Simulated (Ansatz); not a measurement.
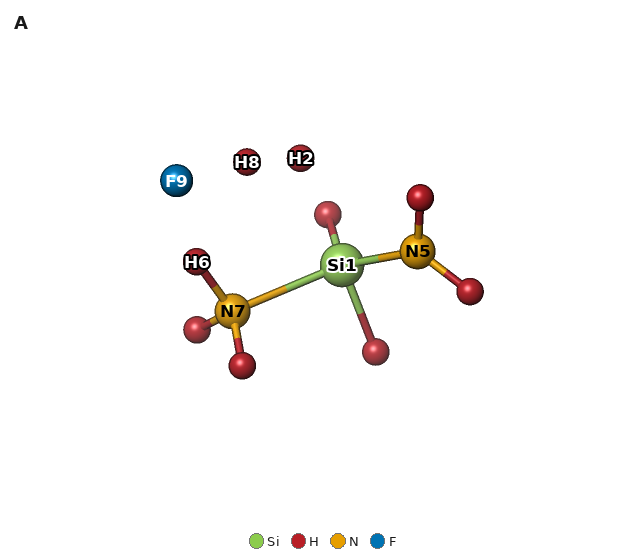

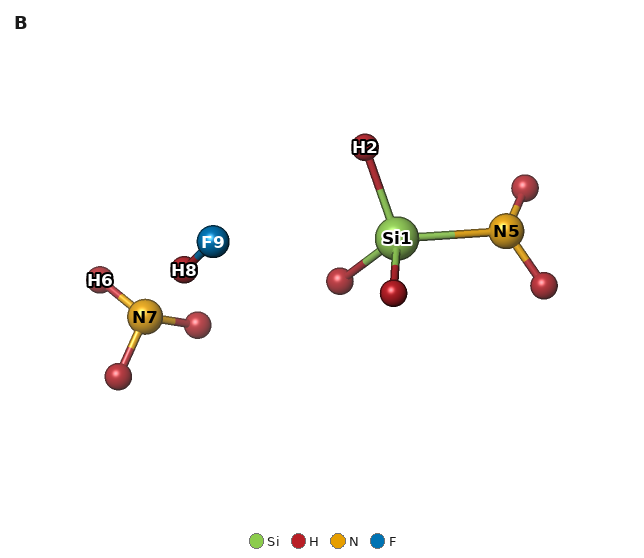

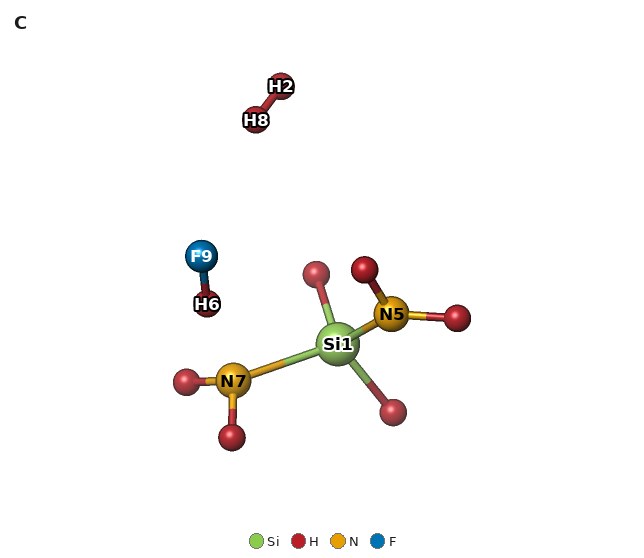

Three stationary points along one reaction path, in mixed order. Sticks follow a distance rule, so a partial bond may show as a full stick or not at all. The species is neutral and a spin singlet. Geometries: PBE0-D4/def2-TZVP; all other levels are single points on them, and energies count from the start as drawn. Program: Ansatz 0.2.0. In CBS estimates cores are frozen, and CCSD(T) − MP2 is taken in the smaller basis.

Which panel shows the transition state?

A.

Which bonds form and which break from B to C?

Formed: Si1–N7, H2–H8, H6–F9; broken: Si1–H2, H6–N7, H8–F9. At the saddle point Si1···N7 is 1.88 Å, H2···H8 is 0.95 Å, H6···F9 is 1.42 Å, Si1···H2 is 1.89 Å, H6···N7 is 1.09 Å, H8···F9 is 1.22 Å.

Give the electronic barrier and the reaction energy from B to C in eV (no zero-point energy) with CCSD(T)/CBS (MP2 limit from def2-TZVPP and def2-QZVPP plus CCSD(T) − MP2); B3LYP-D4/6-31G; RHF-CCSD(T) (frozen core)/def2-TZVPP; PBE0-D4/def2-TZVPP; r2SCAN0-D4/def2-TZVPP; ωB97M-V/def2-TZVPP; RHF-CCSD(T) (frozen core)/def2-SVP; RHF/STO-3G.

```tsv
level	barrier	reaction energy
CCSD(T)/CBS (MP2 limit from def2-TZVPP and def2-QZVPP plus CCSD(T) − MP2)	1.193	−0.346
B3LYP-D4/6-31G	0.974	−0.206
RHF-CCSD(T) (frozen core)/def2-TZVPP	1.233	−0.317
PBE0-D4/def2-TZVPP	0.978	−0.299
r2SCAN0-D4/def2-TZVPP	1.034	−0.340
ωB97M-V/def2-TZVPP	1.130	−0.333
RHF-CCSD(T) (frozen core)/def2-SVP	1.428	−0.196
RHF/STO-3G	2.998	−0.206
```
